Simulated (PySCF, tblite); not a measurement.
# C4H9NOSi: geometry, infrared bands and NMR shifts

Wanted: the infrared bands and NMR shifts of C4H9NOSi (`C=CCN[SiH2]C=O`), by calculation.

Programs: tblite 0.8.0 and PySCF 2.14.0, with density-fitted response routines of our own. Each step states its level of theory. These are calculated values for one molecule in the gas phase, unless marked as measured. Atoms are numbered from 0 throughout.

**1. Starting geometry**

16 atoms, charge 0, multiplicity 1; geometry from: force field or distance geometry start.

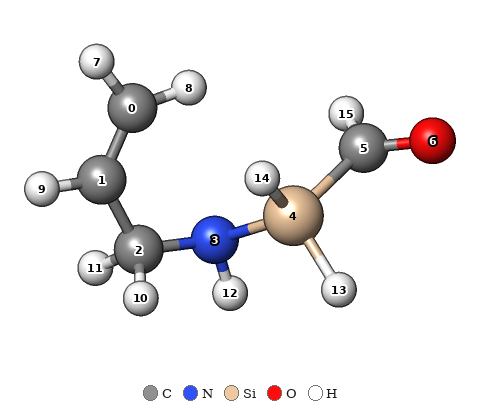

As it starts; carbon grey, nitrogen blue, silicon light orange, oxygen red, hydrogen white, atoms numbered.

**2. Optimising the geometry with GFN2-xTB**

The job: settings as JSON, then the geometry in Å.

```
{"job": {"kind": "relax", "xc": "GFN2-xTB", "basis": "xTB"}, "charge": 0, "multiplicity": 1}
C     -1.552600     1.199700     0.712000
C     -1.921500     0.035500     0.238700
C     -1.073300    -0.943800    -0.456000
N      0.278300    -0.605900    -0.685500
Si     1.265400    -0.407700     0.792200
C      2.502600     0.932500     0.463300
O      3.514900     1.001500     1.169800
H     -2.319200     1.819200     1.231800
H     -0.581600     1.649200     0.648700
H     -2.980400    -0.255800     0.417900
H     -1.135400    -1.899200     0.100400
H     -1.568600    -1.094100    -1.466100
H      0.714900    -1.360600    -1.262700
H      2.047900    -1.649500     1.000300
H      0.435400    -0.081700     1.942600
H      2.365800     1.669800    -0.324000
```

The run is started by

```sh
> OMP_NUM_THREADS=1 python probes_run.py task.json out
```

The driver reads the jobs from task.json and runs them one after another.

The log of the run:

```text
step      E/eV     max force
  0    -592.93136    2.768
  1    -593.10245    3.178
  2    -593.16171    0.978
  3    -593.18540    0.376
  4    -593.20789    0.380
  5    -593.23423    0.752
  6    -593.25951    0.498
  7    -593.27879    0.342
  8    -593.29316    0.358
  9    -593.30604    0.378
 10    -593.31799    0.308
 11    -593.32798    0.243
 12    -593.33595    0.209
 13    -593.34292    0.241
 14    -593.34981    0.224
 15    -593.35656    0.197
 16    -593.36225    0.208
 17    -593.36546    0.285
 18    -593.36948    0.159
 19    -593.37339    0.203
 20    -593.37958    0.186
 21    -593.38322    0.152
 22    -593.38684    0.130
 23    -593.38953    0.134
 24    -593.39217    0.129
 25    -593.39436    0.121
 26    -593.39638    0.114
 27    -593.39859    0.119
 28    -593.40154    0.170
 29    -593.40522    0.196
 30    -593.40654    0.413
 31    -593.41020    0.129
 32    -593.41159    0.101
 33    -593.41355    0.149
 34    -593.41464    0.145
 35    -593.41709    0.150
 36    -593.41940    0.131
 37    -593.42188    0.257
 38    -593.42477    0.291
 39    -593.42770    0.154
 40    -593.43198    0.189
 41    -593.43588    0.211
 42    -593.43984    0.211
 43    -593.44357    0.289
 44    -593.44670    0.282
 45    -593.45018    0.661
 46    -593.45719    0.284
 47    -593.46478    0.157
 48    -593.47270    0.233
 49    -593.47571    0.267
 50    -593.48022    0.156
 51    -593.48399    0.142
 52    -593.48877    0.312
 53    -593.49215    0.233
 54    -593.49826    0.346
 55    -593.50352    0.302
 56    -593.51124    0.170
 57    -593.51337    0.126
 58    -593.51530    0.096
 59    -593.51633    0.094
 60    -593.51750    0.075
 61    -593.51835    0.073
 62    -593.51915    0.060
 63    -593.51987    0.055
 64    -593.52056    0.063
 65    -593.52117    0.059
 66    -593.52179    0.065
 67    -593.52248    0.095
 68    -593.52317    0.080
 69    -593.52375    0.096
 70    -593.52424    0.079
 71    -593.52484    0.080
 72    -593.52569    0.101
 73    -593.52680    0.110
 74    -593.52811    0.089
 75    -593.52947    0.071
 76    -593.53084    0.095
 77    -593.53237    0.128
 78    -593.53400    0.132
 79    -593.53567    0.108
 80    -593.53737    0.106
 81    -593.53891    0.109
 82    -593.54015    0.096
 83    -593.54103    0.089
 84    -593.54158    0.076
 85    -593.54197    0.059
 86    -593.54230    0.046
 87    -593.54263    0.049
 88    -593.54296    0.051
 89    -593.54329    0.043
 90    -593.54357    0.050
 91    -593.54379    0.057
 92    -593.54398    0.058
 93    -593.54422    0.045
 94    -593.54439    0.032
 95    -593.54454    0.028
 96    -593.54469    0.028
 97    -593.54491    0.038
 98    -593.54516    0.041
 99    -593.54538    0.033
100    -593.54556    0.034
101    -593.54577    0.044
102    -593.54609    0.053
103    -593.54651    0.051
104    -593.54687    0.039
105    -593.54707    0.039
106    -593.54721    0.033
107    -593.54734    0.030
108    -593.54749    0.031
109    -593.54761    0.024
110    -593.54770    0.028
111    -593.54780    0.025
112    -593.54797    0.034
113    -593.54821    0.029
114    -593.54841    0.031
115    -593.54856    0.038
116    -593.54871    0.051
117    -593.54890    0.060
118    -593.54917    0.069
119    -593.54949    0.047
120    -593.54981    0.043
121    -593.55007    0.032
122    -593.55027    0.031
123    -593.55044    0.034
124    -593.55065    0.039
125    -593.55091    0.050
126    -593.55123    0.063
127    -593.55161    0.055
128    -593.55199    0.034
129    -593.55218    0.034
130    -593.55243    0.040
131    -593.55265    0.044
132    -593.55290    0.038
133    -593.55312    0.030
134    -593.55330    0.029
135    -593.55346    0.041
136    -593.55359    0.036
137    -593.55370    0.021
138    -593.55376    0.014
139    -593.55379    0.010
140    -593.55381    0.011
141    -593.55383    0.010
142    -593.55385    0.011
143    -593.55388    0.012
144    -593.55390    0.015
145    -593.55395    0.019
146    -593.55403    0.029
147    -593.55415    0.037
148    -593.55431    0.035
149    -593.55447    0.043
150    -593.55462    0.038
151    -593.55475    0.038
152    -593.55488    0.027
153    -593.55496    0.055
154    -593.55504    0.026
155    -593.55509    0.017
156    -593.55515    0.015
157    -593.55516    0.010
```

Run time: 1.7 s. Hardware: 1 thread of Arm Neoverse N1, shared host; peak memory 0.18 GiB.

Step by step: (not every step is listed)

| step | energy from step 0 (eV) | largest force (eV/Å) |
| --- | --- | --- |
| 0 | 0.0000 | 2.7678 |
| 1 | -0.1711 | 3.1782 |
| 2 | -0.2303 | 0.9779 |
| 3 | -0.2540 | 0.3760 |
| 4 | -0.2765 | 0.3796 |
| 5 | -0.3029 | 0.7517 |
| 6 | -0.3281 | 0.4976 |
| 7 | -0.3474 | 0.3422 |
| 8 | -0.3618 | 0.3577 |
| 22 | -0.4555 | 0.1304 |
| 36 | -0.4880 | 0.1309 |
| 50 | -0.5489 | 0.1560 |
| 64 | -0.5892 | 0.0626 |
| 78 | -0.6026 | 0.1320 |
| 92 | -0.6126 | 0.0575 |
| 106 | -0.6158 | 0.0329 |
| 120 | -0.6184 | 0.0433 |
| 134 | -0.6219 | 0.0293 |
| 148 | -0.6229 | 0.0354 |
| 152 | -0.6235 | 0.0273 |
| 153 | -0.6236 | 0.0547 |
| 154 | -0.6237 | 0.0256 |
| 155 | -0.6237 | 0.0173 |
| 156 | -0.6238 | 0.0149 |
| 157 | -0.6238 | 0.0096 |

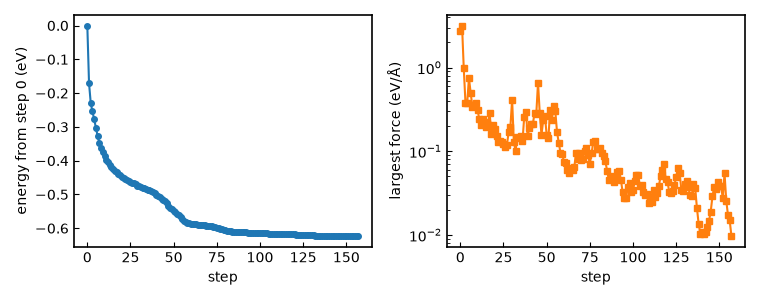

Energy and largest force along the relaxation.

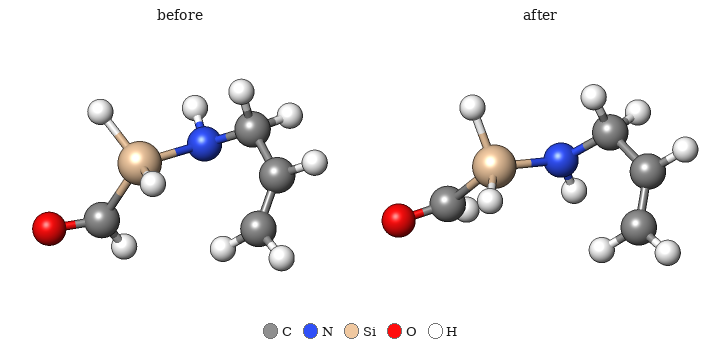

The geometry before (left) and after (right).

Distances of close pairs at the start and the end, largest changes first:

| bond | before (Å) | after (Å) | change (Å) |
| --- | --- | --- | --- |
| N3–Si4 | 1.788 | 1.715 | -0.073 |
| Si4–C5 | 1.853 | 1.913 | +0.060 |
| C0–H7 | 1.114 | 1.076 | -0.038 |
| C2–H11 | 1.135 | 1.099 | -0.036 |
| N3–H12 | 1.046 | 1.011 | -0.035 |
| C1–C2 | 1.470 | 1.503 | +0.033 |
| C5–O6 | 1.236 | 1.204 | -0.032 |
| C1–H9 | 1.113 | 1.082 | -0.031 |

The end geometry stands in the next job.

**3. Vibrational analysis with GFN2-xTB**

The job: settings as JSON, then the geometry in Å.

```
{"job": {"kind": "ir", "xc": "GFN2-xTB", "basis": "xTB"}, "charge": 0, "multiplicity": 1}
C     -2.002097     1.134460     0.630613
C     -2.128033    -0.086457     0.148389
C     -1.011415    -0.938571    -0.386743
N      0.294214    -0.328112    -0.388613
Si     1.364198    -0.405698     0.949103
C      2.918575     0.515879     0.321424
O      3.861729     0.770300     1.025629
H     -2.848948     1.690411     0.993762
H     -1.046312     1.628208     0.691279
H     -3.098785    -0.561987     0.101269
H     -0.952727    -1.849825     0.215158
H     -1.270160    -1.239466    -1.411272
H      0.317518     0.478334    -0.997341
H      1.684518    -1.818914     1.165508
H      0.950215     0.208445     2.217766
H      2.959912     0.811936    -0.752374
```

The log of the run:

```text
mode    cm-1     km/mol
  1      43.6      4.13
  2      57.7      3.70
  3      82.1      2.38
  4     107.0      1.43
  5     142.9      3.13
  6     266.6      3.44
  7     301.6      2.80
  8     336.4      7.09
  9     455.5    104.92
 10     465.1      4.64
 11     555.3     17.24
 12     572.8     13.44
 13     589.5     36.64
 14     692.4     20.51
 15     732.0    218.81
 16     761.2     49.09
 17     807.8     89.42
 18     831.9    170.28
 19     894.2     12.42
 20     933.2      6.21
 21     976.3      8.91
 22    1023.3     24.40
 23    1036.2     27.93
 24    1174.0      1.89
 25    1179.2     91.43
 26    1282.4      5.14
 27    1313.5      6.17
 28    1366.5     47.41
 29    1372.0     65.44
 30    1409.1      0.77
 31    1457.4      5.95
 32    1720.5     12.01
 33    1756.1    185.88
 34    2197.8    332.61
 35    2246.3    166.51
 36    2656.4    178.36
 37    2885.2     50.24
 38    2954.6     34.79
 39    3058.1     38.95
 40    3103.6     19.46
 41    3129.9     48.50
 42    3422.0      4.76
```

Wall time 0.85 s (1 thread of Arm Neoverse N1, shared host); peak memory 0.18 GiB.

Which atoms move in the most intense modes:

| cm⁻¹ | km/mol | atoms |
| --- | --- | --- |
| 456 | 104.9 | H12 24 %, H13 20 %, H14 14 %, N3 13 % |
| 732 | 218.8 | H14 36 %, H13 32 %, Si4 20 % |
| 832 | 170.3 | Si4 30 %, N3 19 %, C2 18 % |
| 1179 | 91.4 | H10 40 %, N3 30 %, C2 18 % |
| 1756 | 185.9 | C5 59 %, O6 41 % |
| 2198 | 332.6 | H14 84 %, H13 12 % |
| 2246 | 166.5 | H13 84 %, H14 13 % |
| 2656 | 178.4 | H15 94 % |

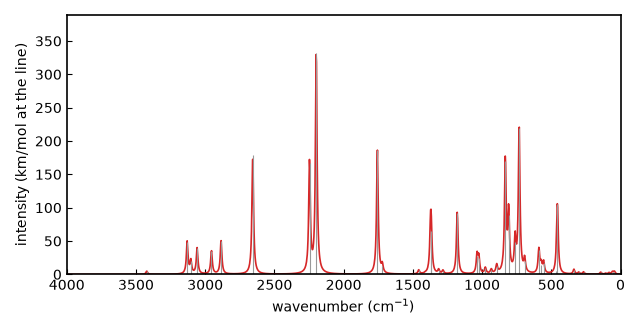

The infrared spectrum from these modes, unscaled. Lines are broadened to a width of 14 cm⁻¹ (Lorentzian).

**4. NMR shieldings: PBE0/pcSseg-1**

Same as in step 3 but for these lines:

```diff
@@ -1,2 +1,2 @@
-{"job": {"kind": "ir", "xc": "GFN2-xTB", "basis": "xTB"}, "charge": 0, "multiplicity": 1}
+{"job": {"kind": "nmr", "xc": "PBE0", "basis": "pcSseg-1"}, "charge": 0, "multiplicity": 1}
 C     -2.002097     1.134460     0.630613
```

Level: GIAO PBE0/pcSseg-1 NMR shielding, non-relativistic, gas phase.

The log of the run:

```text
coarse grid: 13696 points
cycle   1  E = -576.5826698885  dE =  8.256e-01  |g| = 8.003e-01  |ddm| = 3.577e+00
cycle   2  E = -576.1990313553  dE =  3.836e-01  |g| = 1.602e+00  |ddm| = 1.716e+00
cycle   3  E = -576.7106751864  dE = -5.116e-01  |g| = 1.730e-01  |ddm| = 1.247e+00
cycle   4  E = -576.7162919500  dE = -5.617e-03  |g| = 7.678e-02  |ddm| = 1.876e-01
cycle   5  E = -576.7174109635  dE = -1.119e-03  |g| = 2.089e-02  |ddm| = 7.339e-02
cycle   6  E = -576.7175022364  dE = -9.127e-05  |g| = 5.535e-03  |ddm| = 1.929e-02
cycle   7  E = -576.7175085958  dE = -6.359e-06  |g| = 1.541e-03  |ddm| = 4.987e-03
final grid: 127312 points
cycle   8  E = -576.7670227833  dE = -1.068e-05  |g| = 1.336e-02  |ddm| = 2.637e-02
cycle   9  E = -576.7669363337  dE =  8.645e-05  |g| = 2.510e-02  |ddm| = 2.444e-02
cycle  10  E = -576.7670574559  dE = -1.211e-04  |g| = 2.713e-03  |ddm| = 1.600e-02
cycle  11  E = -576.7670590531  dE = -1.597e-06  |g| = 3.381e-04  |ddm| = 2.094e-03
cycle  12  E = -576.7670590738  dE = -2.065e-08  |g| = 1.627e-04  |ddm| = 4.474e-04
cycle  13  E = -576.7670590798  dE = -6.084e-09  |g| = 2.918e-05  |ddm| = 1.366e-04
cycle  14  E = -576.7670590800  dE = -1.594e-10  |g| = 1.652e-05  |ddm| = 4.195e-05
converged SCF energy = -576.7670590800

GIAO shielding tensors (ppm)
atom      isotropic    diamagn.    paramagn.     s11        s22        s33       span
  0 C       69.400     255.862    -186.462    -46.393     74.532    180.061    226.453
  1 C       40.124     257.544    -217.420    -81.553     49.512    152.414    233.967
  2 C      137.085     242.372    -105.288    120.504    135.796    154.954     34.450
  3 N      248.168     326.455     -78.287    221.253    238.207    285.043     63.790
  4 Si     409.835     881.516    -471.681    338.866    402.396    488.244    149.378
  5 C      -63.150     255.341    -318.491   -184.623    -88.285     83.458    268.081
  6 O     -648.266     394.123   -1042.389  -1777.619   -571.897    404.719   2182.338
  7 H       26.121      28.382      -2.261     23.804     25.335     29.223      5.419
  8 H       26.144      33.768      -7.624     22.990     25.098     30.343      7.354
  9 H       25.442      29.507      -4.065     24.175     24.729     27.423      3.248
 10 H       28.150      30.234      -2.084     23.711     27.755     32.984      9.273
 11 H       27.719      29.093      -1.375     21.949     27.035     34.173     12.223
 12 H       30.933      36.153      -5.220     23.679     27.483     41.636     17.957
 13 H       27.146      29.677      -2.531     23.014     26.112     32.313      9.299
 14 H       27.043      30.216      -3.173     22.509     26.303     32.317      9.808
 15 H       19.255      29.472     -10.217     13.313     20.253     24.199     10.887
```

It took 44 s on 1 thread of Arm Neoverse N1, shared host; peak memory 0.77 GiB.

Shifts follow as δ = σ(reference) − σ, with reference shieldings (ppm) from runs at the same level and on the same kind of geometry: 1H TMS 31.72, 13C TMS 186.9, 29Si TMS 349.2, 15N NH3 267.7, 17O H2O 336.1. The references are single molecules in the gas phase, so shifts against H2O, NH3, PH3, H3PO4 or CFCl3 are not on the usual liquid scales and can be off by tens of ppm. Atoms listed in one row are averaged.

| atoms | environment | σ (ppm) | δ (ppm) | δ scaled to CDCl3 |
| --- | --- | --- | --- | --- |
| C5 | carbonyl carbon | -63.1 | 250.1 | 242.2 |
| C1 | alkene CH | 40.1 | 146.8 | 141.4 |
| C0 | terminal =CH2 carbon | 69.4 | 117.5 | 112.8 |
| C2 | allylic sp3 CH2 bonded to N | 137.1 | 49.8 | 46.7 |
| H15 | hydrogen on a carbonyl carbon | 19.25 | 12.46 | 11.85 |
| H9 | hydrogen on an alkene CH | 25.44 | 6.27 | 6.02 |
| H7 | hydrogen on a terminal =CH2 carbon | 26.12 | 5.60 | 5.38 |
| H8 | hydrogen on a terminal =CH2 carbon | 26.14 | 5.57 | 5.36 |
| H13, H14 | hydrogen on a silicon bonded to C, N | 27.09 | 4.62 | – |
| H10, H11 | hydrogen on an allylic sp3 CH2 bonded to N | 27.93 | 3.78 | 3.67 |
| H12 | hydrogen on a nitrogen bonded to C, Si | 30.93 | 0.78 | – |
| N3 | nitrogen bonded to C, Si, H | 248.2 | 19.6 | – |
| Si4 | silicon bonded to C, N, 2 H | 409.8 | -60.7 | – |
| O6 | carbonyl oxygen | -648.3 | 984.3 | – |

The scaled column applies a straight-line fit of computed shieldings to shifts measured in CDCl3 (root-mean-square error 0.16 ppm for H, 1.9 ppm for C).

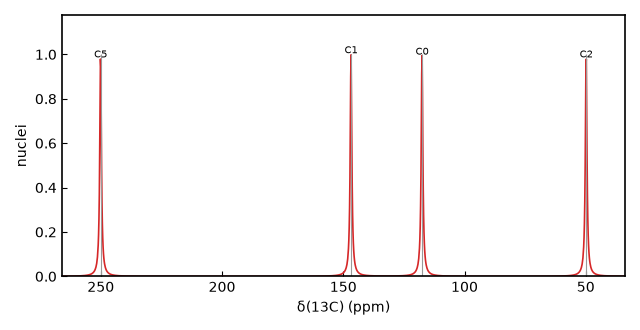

13C lines at the computed shifts, without couplings. Lines are broadened to a width of 0.80 ppm (Lorentzian).

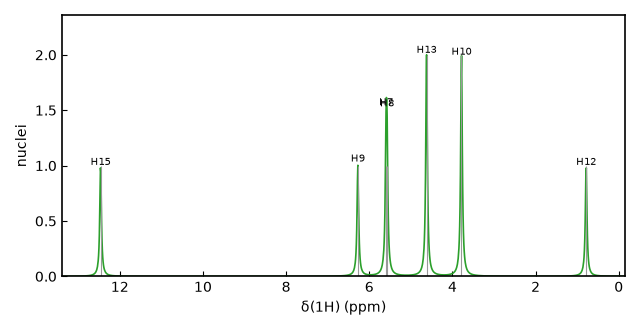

1H lines at the computed shifts, without couplings. Lines are broadened to a width of 0.05 ppm (Lorentzian).

Charges from the same density, by scheme (e):

| atoms | Mulliken | IAO | Hirshfeld | ESP fit |
| --- | --- | --- | --- | --- |
| C0 | -0.15 | -0.33 | -0.11 | -0.50 |
| C1 | -0.28 | -0.15 | -0.05 | 0.01 |
| C2 | 0.05 | -0.15 | -0.02 | 0.04 |
| N3 | -0.69 | -0.67 | -0.24 | -0.74 |
| Si4 | 0.73 | 0.85 | 0.36 | 0.40 |
| C5 | -0.04 | 0.00 | 0.05 | 0.33 |
| O6 | -0.34 | -0.36 | -0.21 | -0.41 |

Mulliken charges:

C0 -0.15; C1 -0.28; C2 0.05; N3 -0.69; Si4 0.73; C5 -0.04; O6 -0.34; H7 0.12; H8 0.11; H9 0.10; H10 0.13; H11 0.14; H12 0.19; H13 -0.09; H14 -0.09; H15 0.09

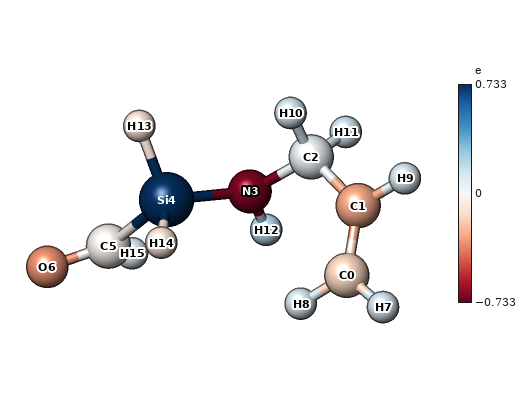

Mulliken charges, as colours on the atoms.

Mayer bond orders: C0–C1 2.00, C1–C2 1.02, C2–N3 0.98, N3–Si4 0.99, Si4–C5 0.83, C5–O6 1.96.

**5. What came out**

| quantity | value |
| --- | --- |
| strongest single infrared mode (GFN2-xTB) | 2198 cm⁻¹, 333 km/mol |
| zero-point energy (GFN2-xTB) | 74.8 kcal/mol |
| 13C shifts against TMS (PBE0/pcSseg-1) | 250.1, 146.8, 117.5, 49.8 ppm |
| 1H shifts against TMS (PBE0/pcSseg-1, means over atoms taken as alike) | 12.46, 6.27, 5.60, 5.57, 4.62, 3.78, 0.78 ppm |
| 15N shifts against NH3 (PBE0/pcSseg-1) | 19.6 ppm |
| 29Si shifts against TMS (PBE0/pcSseg-1) | -60.7 ppm |
| 17O shifts against H2O (PBE0/pcSseg-1) | 984.3 ppm |

**Reading.** Over 157 steps the energy fell by 0.624 eV; of the close pairs, N3–Si4 changed most, 1.788 to 1.715 Å. No mode is imaginary among the 42: a minimum at this level. The strongest single mode, at 2198 cm⁻¹, moves mainly H14. GFN2-xTB is a fitted tight-binding method: band positions and strengths are rough. Its intensities can rank the bands wrongly. At PBE0/pcSseg-1: The largest span, 2182 ppm, is at O6, where the paramagnetic term is -1042 ppm.
